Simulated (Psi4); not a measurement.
# GeH2ClF (SMILES [F][GeH2][Cl]): B3LYP/6-31G(d) (Cartesian functions)

Aim: the vertical ionisation energy of GeH2ClF at B3LYP/6-31G* (Cartesian functions), from 2 runs. 

The results are computed with Psi4 1.11.

1 further run of the same task is left out (set aside as unsound or not needed).

## Step 1: Starting point

GeH2ClF has 5 atoms, charge 0, and is taken as a singlet. As SMILES, `[F][GeH2][Cl]`. Geometry: relaxed at PBE0-D4/def2-TZVP.

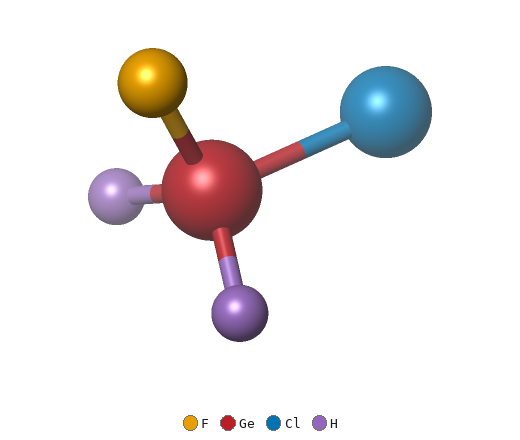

The structure, seen from a chosen angle (fluorine amber, germanium red, chlorine blue, hydrogen purple).

## Step 2: Energy and forces at B3LYP/6-31G(d) (Cartesian functions)

File input.json:

```json
{
  "schema_name": "qcschema_input",
  "schema_version": 1,
  "molecule": {
    "schema_name": "qcschema_molecule",
    "schema_version": 2,
    "symbols": ["F", "Ge", "Cl", "H", "H"],
    "geometry": [-0.45731372, -0.95998087, 3.00201892, 0.26437268, -0.16856357, -0.08598254, -2.62728623, 2.35252005, -1.32072959, 0.12774549, -2.59931828, -1.63914844, 2.78677912, 1.23625883, -0.03458199],
    "molecular_charge": 0,
    "molecular_multiplicity": 1,
    "fix_symmetry": "c1",
    "fix_com": true,
    "fix_orientation": true
  },
  "driver": "gradient",
  "model": {
    "method": "b3lyp",
    "basis": "6-31G*"
  },
  "keywords": {
    "puream": false,
    "e_convergence": 1e-09,
    "d_convergence": 1e-08,
    "scf_type": "pk",
    "dft_radial_points": 99,
    "dft_spherical_points": 590,
    "scf_properties": ["LOWDIN_CHARGES", "DIPOLE", "MULLIKEN_CHARGES"]
  }
}
```

The run is started by

```bash
psi4 --qcschema input.json -n 1 --memory 1600MB
```

stdout:

```text
[...]
  Running in c1 symmetry.
[...]
  Nuclear repulsion =  281.182607137029891
[...]
  Multiplicity = 1
[...]
  Nalpha       = 30
  Nbeta        = 30
[...]
    Number of basis functions: 73
[...]
   @RKS iter   1: -2636.60329611230873   -1.87240e+00   3.96640e-02 DIIS/ADIIS
[...]
   @RKS iter  11: -2638.07293438321176   -8.18545e-12   7.61858e-09 DIIS
[...]
    Orbital Energies [Eh]
    ---------------------
    Doubly Occupied:
       1A   -398.819031     2A   -101.546575     3A    -49.873973
       4A    -44.399268     5A    -44.398568     6A    -44.397808
       7A    -24.681559     8A     -9.464948     9A     -7.226735
      10A     -7.220089    11A     -7.219664    12A     -6.302021
      13A     -4.474888    14A     -4.472872    15A     -4.469990
      16A     -1.289273    17A     -1.278406    18A     -1.274831
      19A     -1.273575    20A     -1.273272    21A     -1.143552
      22A     -0.830542    23A     -0.582813    24A     -0.442317
      25A     -0.435466    26A     -0.427979    27A     -0.372896
      28A     -0.370687    29A     -0.334651    30A     -0.323591
[...]
  @RKS Final Energy: -2638.07293438321176
   => Energetics <=
    Nuclear Repulsion Energy =            281.1826071370298905
    One-Electron Energy =               -4229.9135068250416225
    Two-Electron Energy =                1406.0948813211614379
    DFT Exchange-Correlation Energy =     -95.4369160163611951
    Empirical Dispersion Energy =           0.0000000000000000
    VV10 Nonlocal Energy =                  0.0000000000000000
    Total Energy =                      -2638.0729343832113045
[...]
 Multipole Moments:
 ------------------------------------------------------------------------------------
     Multipole            Electronic (a.u.)      Nuclear  (a.u.)        Total (a.u.)
 ------------------------------------------------------------------------------------
 L = 1.  Multiply by 2.5417464519 to convert [e a0] to [Debye]
 Dipole X            :         38.1210086          -37.4052390            0.7157696
 Dipole Y            :        -24.8773664           24.5959193           -0.2814470
 Dipole Z            :         -0.6538458            0.1405955           -0.5132502
 Magnitude           :                                                    0.9246428
[...]
  Mulliken Charges: (a.u.)
   Center  Symbol    Alpha    Beta     Spin     Total
       1     F     4.69138  4.69138  0.00000 -0.38277
       2    GE    15.77212 15.77212  0.00000  0.45577
       3    CL     8.58356  8.58356  0.00000 -0.16711
       4     H     0.47648  0.47648  0.00000  0.04704
       5     H     0.47646  0.47646  0.00000  0.04707
   Total alpha = 30.00000, Total beta = 30.00000, Total charge =  0.00000
  Lowdin Charges: (a.u.)
   Center  Symbol    Alpha    Beta     Spin     Total
       1     F     4.66682  4.66682  0.00000 -0.33363
[...]
  -Total Gradient:
     Atom            X                  Y                   Z
    ------   -----------------  -----------------  -----------------
       1        0.000926627632     0.001512187651    -0.005148780123
       2       -0.005826186924     0.005357903651    -0.003079210343
       3        0.007833801219    -0.007273465943     0.004401822545
       4        0.000025978973     0.002382755874     0.002791082836
       5       -0.002985279302    -0.001942649811     0.000988821349
[...]
```

The result, in JSON:

```text
{
 "driver": "gradient",
 "model": {
  "method": "b3lyp",
  "basis": "6-31G*"
 },
 "success": true,
 "return_result": [0.0009266276323946498, 0.0015121876505192616, -0.005148780123456237, -0.005826186923639259, 0.005357903650700529, -0.0030792103434119956, 0.007833801219057898, -0.007273465943049132, 0.004401822545266852, 2.597897316130443e-05, 0.002382755873606257, 0.002791082836074224, -0.00298527930239606, -0.0019426498113789548, 0.000988821349039078],
 "properties": {
  "calcinfo_nbasis": 73,
  "calcinfo_nmo": 73,
  "calcinfo_nalpha": 30,
  "calcinfo_nbeta": 30,
  "calcinfo_natom": 5,
  "nuclear_repulsion_energy": 281.1826071370299,
  "return_energy": -2638.0729343832118,
  "return_gradient": [0.0009266276323946498, 0.0015121876505192616, -0.005148780123456237, -0.005826186923639259, 0.005357903650700529, -0.0030792103434119956, 0.007833801219057898, -0.007273465943049132, 0.004401822545266852, 2.597897316130443e-05, 0.002382755873606257, 0.002791082836074224, -0.00298527930239606, -0.0019426498113789548, 0.000988821349039078],
  "scf_one_electron_energy": -4229.913506825042,
  "scf_two_electron_energy": 1406.0948813211614,
  "scf_xc_energy": -95.4369160163612,
  "scf_dipole_moment": [0.7157695821049259, -0.28144704031053536, -0.5132502275823563],
  "scf_total_energy": -2638.0729343832118,
  "scf_total_gradient": [0.0009266276323946498, 0.0015121876505192616, -0.005148780123456237, -0.005826186923639259, 0.005357903650700529, -0.0030792103434119956, 0.007833801219057898, -0.007273465943049132, 0.004401822545266852, 2.597897316130443e-05, 0.002382755873606257, 0.002791082836074224, -0.00298527930239606, -0.0019426498113789548, 0.000988821349039078],
  "scf_iterations": 11
 }
}
```

Wall time 13 s (1 thread of AMD EPYC 7R43 (Zen 3), shared host); peak memory 0.74 GiB.

## Step 3: The doublet cation at the same level

File job.inp:

```
memory 1600 MB

molecule {
  1 2
  F     -0.242000    -0.508000     1.588600
  Ge     0.139900    -0.089200    -0.045500
  Cl    -1.390300     1.244900    -0.698900
  H      0.067600    -1.375500    -0.867400
  H      1.474700     0.654200    -0.018300
  units angstrom
  symmetry c1
  no_reorient
  no_com
}

set globals {
  reference            uks
  puream               false
  e_convergence        1e-09
  d_convergence        1e-08
  scf_type             pk
  dft_radial_points    99
  dft_spherical_points 590
  maxiter              200
}

gradient('b3lyp/6-31G*')
```

The run is started by

```bash
psi4 -n 1 job.inp job.out
```

job.out, cut to the lines that bear on the results:

```text
[...]
  Running in c1 symmetry.
[...]
  Nuclear repulsion =  281.182606757185397
[...]
  Multiplicity = 2
[...]
  Nalpha       = 30
  Nbeta        = 29
[...]
    Number of basis functions: 73
[...]
   @UKS iter   1: -2636.14577904659518   -1.41488e+00   3.97835e-02 ADIIS/DIIS
[...]
   @UKS iter  15: -2637.65042174645805   -3.18323e-12   6.36947e-09 DIIS
[...]
   @S^2 Observed:                7.559572293E-01
[...]
  @UKS Final Energy: -2637.65042174645805
   => Energetics <=
    Nuclear Repulsion Energy =            281.1826067571853969
    One-Electron Energy =               -4214.0876105266079321
    Two-Electron Energy =                1390.3919352164064094
    DFT Exchange-Correlation Energy =     -95.1373531934416548
    Empirical Dispersion Energy =           0.0000000000000000
    VV10 Nonlocal Energy =                  0.0000000000000000
    Total Energy =                      -2637.6504217464575959
[...]
 Multipole Moments:
 ------------------------------------------------------------------------------------
     Multipole            Electronic (a.u.)      Nuclear  (a.u.)        Total (a.u.)
 ------------------------------------------------------------------------------------
 L = 1.  Multiply by 2.5417464519 to convert [e a0] to [Debye]
 Dipole X            :         37.2539542          -37.4052389           -0.1512847
 Dipole Y            :        -24.0342904           24.5959194            0.5616290
 Dipole Z            :         -1.2834923            0.1405956           -1.1428967
 Magnitude           :                                                    1.2823911
[...]
  -Total Gradient:
     Atom            X                  Y                   Z
    ------   -----------------  -----------------  -----------------
       1       -0.001402511106    -0.002980808774     0.009455639227
       2       -0.002601187717     0.015506551205    -0.032711446595
       3        0.011132703965    -0.011144869834     0.008196120617
       4        0.001995047934     0.007356225122     0.010862249870
       5       -0.009149522725    -0.008700160381     0.004151362497
[...]
```

It took 23 s on 1 thread of AMD EPYC 7R43 (Zen 3), shared host; peak memory 0.74 GiB.

## Step 4: What came out

At B3LYP/6-31G* (Cartesian functions):

| quantity | value |
| --- | --- |
| singlet GeH2ClF: total energy | -2638.07293 Eh |
| singlet GeH2ClF: dipole moment | 2.35 D |
| singlet GeH2ClF: HOMO energy | -8.81 eV |
| singlet GeH2ClF: LUMO energy | -0.43 eV |
| singlet GeH2ClF: HOMO–LUMO gap | 8.38 eV |
| singlet GeH2ClF: largest force on an atom | 0.594 eV/Å |
| doublet cation: total energy | -2637.65042 Eh |
| doublet cation: HOMO energy (highest over α and β) | -16.10 eV |
| doublet cation: LUMO energy (lowest over α and β) | -14.13 eV |
| doublet cation: ⟨S²⟩ | 0.756 |
| doublet cation: largest force on an atom | 1.866 eV/Å |
| vertical ionisation energy (to the doublet cation) | 11.497 eV |

Removing an electron at fixed nuclei costs 11.50 eV (265 kcal/mol). The largest force (singlet GeH2ClF) is 0.59 eV/Å: the shape isn't a stationary point for this species at this level. The negative HOMO energy of the first species, 8.81 eV, lies 2.69 eV below that difference. Mulliken charges (singlet GeH2ClF) run from -0.38 on F1 to +0.46 on Ge2.
